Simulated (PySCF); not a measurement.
# TaClF4 (SMILES [F][Ta]([F])([F])([F])[Cl]): levels of theory compared

Wanted: a comparison of 5 runs (HF/def2-SVP, PBE0/def2-SVP, M06-2X/def2-SVPD, B2PLYP/def2-TZVP, MP2/def2-SVPD) of TaClF4. The job is set up through a Python script.

Program for the calculation: PySCF 2.14.0.

**1. The system as given**

TaClF4 has 6 atoms, charge 0, and is taken as a singlet. As SMILES, `[F][Ta]([F])([F])([F])[Cl]`. Geometry: relaxed at PBE0-D4/def2-TZVP.

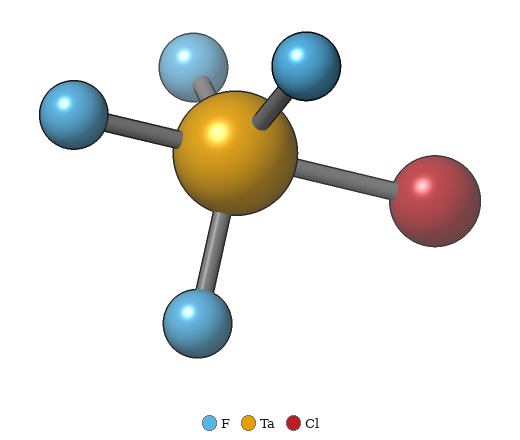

Viewed from a chosen angle; fluorine blue, tantalum amber, chlorine red.

**2. Energy and forces at HF/def2-SVP (core potential) (run 1)**

File job.py:

```python
from pyscf import gto, scf

mol = gto.M(
    atom='''
F     -1.519000    -0.020400    -1.047800
Ta    -0.021400    -0.043200     0.029300
F     -0.955700    -1.124000     1.242600
F      1.228600    -1.388300    -0.149500
F      0.174400     1.222500     1.356600
Cl     1.135100     1.289300    -1.477500
''',
    basis='def2-svp',
    ecp={'Ta': 'def2-svp'},
    max_memory=1860,
    verbose=4,
)

hf = scf.RHF(mol)
hf.conv_tol = 1e-10
hf.kernel()
if not hf.converged:
    hf = hf.newton().run(hf.mo_coeff, hf.mo_occ)

etot = hf.e_tot
print('Final energy', etot)
grad = hf.nuc_grad_method().kernel()
hf.analyze()
```

Launch:

```sh
$ OMP_NUM_THREADS=1 python job.py
```

Output:

```text
PySCF version 2.14.0

[... 63 lines left out ...]
Final energy -913.4855116315276
[... 28 lines left out ...]
MO #8   energy= -8.04859118513651  occ= 2
[... 13 lines left out ...]
MO #22  energy= -0.747576843095285 occ= 2
[... 13 lines left out ...]
MO #36  energy= 0.070164887263961  occ= 0
[... 13 lines left out ...]
MO #50  energy= 0.763854775280837  occ= 0
[... 13 lines left out ...]
MO #64  energy= 1.29219104720218   occ= 0
[... 13 lines left out ...]
MO #78  energy= 1.70999711382699   occ= 0
[... 13 lines left out ...]
MO #92  energy= 3.42862570543026   occ= 0
[... 13 lines left out ...]
MO #106 energy= 642.812030206781   occ= 0
[... 115 lines left out ...]
Dipole moment(X, Y, Z, Debye):  0.08455,  0.10283, -0.10742
```

Wall time 12 s (1 thread of Arm Neoverse V1, shared host); peak memory 0.24 GiB.

**3. Energy and forces at PBE0/def2-SVP (core potential) (run 2)**

File calc.py:

```python
import pyscf.grad
from pyscf import gto, dft

mol = gto.M(
    atom='''
F     -1.519000    -0.020400    -1.047800
Ta    -0.021400    -0.043200     0.029300
F     -0.955700    -1.124000     1.242600
F      1.228600    -1.388300    -0.149500
F      0.174400     1.222500     1.356600
Cl     1.135100     1.289300    -1.477500
''',
    ecp={'Ta': 'def2-svp'},
    charge=0,
    verbose=4,
    max_memory=1860,
    basis='def2-svp',
)

mf = dft.RKS(mol)
mf.xc = 'pbe0'
mf.grids.level = 5
mf.conv_tol = 1e-10
mf.kernel()
if not mf.converged:
    mf = mf.newton().run(mf.mo_coeff, mf.mo_occ)

etot = mf.e_tot
print('Final energy', etot)
grad = mf.Gradients().kernel()
mf.analyze()
```

Launch:

```sh
$ OMP_NUM_THREADS=1 python calc.py
```

Output:

```text
PySCF version 2.14.0

[... 76 lines left out ...]
Final energy -915.92411083751
[... 29 lines left out ...]
MO #8   energy= -7.28168863107213  occ= 2
[... 13 lines left out ...]
MO #22  energy= -0.535166227517251 occ= 2
[... 13 lines left out ...]
MO #36  energy= -0.0494182071171973 occ= 0
[... 13 lines left out ...]
MO #50  energy= 0.575991525261053  occ= 0
[... 13 lines left out ...]
MO #64  energy= 1.08590194724433   occ= 0
[... 13 lines left out ...]
MO #78  energy= 1.42582165003803   occ= 0
[... 13 lines left out ...]
MO #92  energy= 3.05769131057436   occ= 0
[... 13 lines left out ...]
MO #106 energy= 642.829581482274   occ= 0
[... 115 lines left out ...]
Dipole moment(X, Y, Z, Debye):  0.00213,  0.00737,  0.00009
```

Wall time 44 s (1 thread of Arm Neoverse V1, shared host); peak memory 1.1 GiB.

**4. Energy and forces at M06-2X/def2-SVPD (core potential) (run 3)**

File input.py:

```python
import pyscf.grad
from pyscf import gto, dft

mol = gto.M(
    atom='''
F     -2.870494    -0.038550    -1.980055
Ta    -0.040440    -0.081636     0.055369
F     -1.806011    -2.124052     2.348174
F      2.321718    -2.623507    -0.282514
F      0.329568     2.310190     2.563602
Cl     2.145028     2.436424    -2.792070
''',
    max_memory=1860,
    charge=0,
    ecp={'Ta': 'def2-svp'},
    basis='def2-svpd',
    unit='bohr',
    verbose=3,
)

calc0 = dft.RKS(mol, xc='m06-2x')
calc0.conv_tol = 1e-10
calc0.grids.level = 5
calc0.kernel()
if not calc0.converged:
    calc0 = calc0.newton().run(calc0.mo_coeff, calc0.mo_occ)

energy = calc0.e_tot
print('Final energy', energy)
grad = calc0.Gradients().kernel()
calc0.analyze()
```

Launch:

```sh
$ OMP_NUM_THREADS=1 python input.py
```

Output:

```text
converged SCF energy = -916.229173954627
[... 20 lines left out ...]
MO #10  energy= -3.04374890836043  occ= 2
[... 17 lines left out ...]
MO #28  energy= -0.568845844387882 occ= 2
[... 17 lines left out ...]
MO #46  energy= 0.125702880557092  occ= 0
[... 17 lines left out ...]
MO #64  energy= 0.310357471291191  occ= 0
[... 17 lines left out ...]
MO #82  energy= 0.709653321833002  occ= 0
[... 17 lines left out ...]
MO #100 energy= 0.993876789098721  occ= 0
[... 17 lines left out ...]
MO #118 energy= 1.59869836532122   occ= 0
[... 17 lines left out ...]
MO #136 energy= 3.38475181162372   occ= 0
[... 17 lines left out ...]
MO #154 energy= 643.415538027915   occ= 0
[... 1 line left out ...]
WARN: Weak orthogonality for localized orbitals 1.3621463312773303e-09

 ** Mulliken atomic charges  **
charge of    0F =     -0.50300
charge of    1Ta =      2.70181
charge of    2F =     -0.55108
charge of    3F =     -0.50406
charge of    4F =     -0.50361
charge of    5Cl =     -0.64006
Dipole moment(X, Y, Z, Debye):  0.05529,  0.06891, -0.06923
```

It took 2.6 min on 1 thread of Arm Neoverse V1, shared host; peak memory 1.8 GiB.

Run 4 isn't shown in full; the table further down has it.

**5. Energy and forces at MP2/def2-SVPD (core potential) (run 5)**

File job.py:

```python
import pyscf.grad
from pyscf import gto, mp

molecule = gto.M(
    atom=[
    ('F', (-1.519000, -0.020400, -1.047800)),
    ('Ta', (-0.021400, -0.043200, 0.029300)),
    ('F', (-0.955700, -1.124000, 1.242600)),
    ('F', (1.228600, -1.388300, -0.149500)),
    ('F', (0.174400, 1.222500, 1.356600)),
    ('Cl', (1.135100, 1.289300, -1.477500)),
],
    verbose=3,
    ecp={'Ta': 'def2-svp'},
    max_memory=1860,
    basis='def2-svpd',
    spin=0,
)

mf = molecule.RHF()
mf.conv_tol = 1e-10
mf.kernel()
if not mf.converged:
    mf = mf.newton().run(mf.mo_coeff, mf.mo_occ)

pt = mp.MP2(mf, frozen=9).run()
e_tot = pt.e_tot
print('E(%s) = %.9f' % ('MP2', e_tot))
grad = pt.Gradients().kernel()
dip = mf.dip_moment()
pop, q = mf.mulliken_pop()
```

Launch:

```sh
$ OMP_NUM_THREADS=1 python job.py
```

Output:

```text
converged SCF energy = -913.519070951313
[... 12 lines left out ...]
Dipole moment(X, Y, Z, Debye):  0.10121,  0.12184, -0.12910
[... 161 lines left out ...]
charge of    5Cl =     -0.70453
```

Run time: 76 s. Hardware: 1 thread of Arm Neoverse V1, shared host; peak memory 2 GiB.

**6. All runs side by side**

| run | level | integration grid | task | energy (Eh) | dipole moment (D) of the reference | HOMO energy (eV) | LUMO energy (eV) | wall time |
| --- | --- | --- | --- | --- | --- | --- | --- | --- |
| 1 | HF/def2-SVP (core potential) | – | gradient | -913.485512 | 0.17 | -13.47 | 0.41 | 12 s |
| 2 | PBE0/def2-SVP (core potential) | 5 | gradient | -915.924111 | 0.01 | -9.96 | -3.07 | 44 s |
| 3 | M06-2X/def2-SVPD (core potential) | 5 | gradient | -916.229174 | 0.11 | -11.45 | -2.32 | 2.6 min |
| 4 | B2PLYP/def2-TZVP (core potential) | 5 | energy | -916.675515 | 0.20 | -11.25 | -1.73 | 2.8 min |
| 5 | MP2/def2-SVPD (core potential) | – | gradient | -914.761360 | 0.20 | -13.48 | 0.34 | 76 s |

**7. What came out**

| quantity | value |
| --- | --- |
| run 5: total energy | -914.76136 Eh |
| run 5: dipole moment (Hartree–Fock density) | 0.20 D |
| run 5: HOMO energy (Hartree–Fock orbitals) | -13.48 eV |
| run 5: LUMO energy (Hartree–Fock orbitals) | 0.34 eV |
| run 5: HOMO–LUMO gap (Hartree–Fock orbitals) | 13.82 eV |
| run 5: correlation energy (9 core orbitals frozen) | -1242.3 mEh |
| run 5: largest force on an atom | 0.738 eV/Å |

In words: Over runs 1, 2, 3, 4 the dipole moment (its size) runs from 0.01 D (PBE0/def2-SVP) to 0.20 D (B2PLYP/def2-TZVP). The two ends differ in method and basis. A double hybrid's value is that of its SCF part. Over runs 1, 2, 3, 4 the HOMO–LUMO gap runs from 6.88 eV (PBE0/def2-SVP) to 13.88 eV (HF/def2-SVP). Exact exchange widens orbital gaps. Totals of different functionals can't be ranked against each other. All runs together took 7.6 min, the longest 2.8 min.
